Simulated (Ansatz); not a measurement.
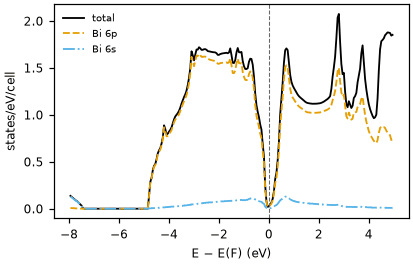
Figure. Total and projected density of states of Bi (A7 (α-As type), space group No. 166), PBE+D3(BJ) in the plane-wave PAW code Ansatz

Which orbitals carry the states next to the Fermi level?

Within 0.5 eV of the Fermi level: Bi 6p 88 %, Bi 6s 9 %. Projections are on Löwdin-orthogonalised atomic valence shells; empty p or d shells of many metals are not among them.

Where is the tallest occupied peak in this window, and what makes it?

Near -2.8 eV, about 1.7 states/eV per cell; the largest projected share is Bi 6p.

Space group R-3m (A7 (α-As type)). Symmetry was held in the PBE+D3(BJ) relaxation. The pairwise dispersion correction was not fitted to metals. Spin–orbit coupling is left out wherever it is not named.

Potentials: the earlier of the program's two PAW sets.
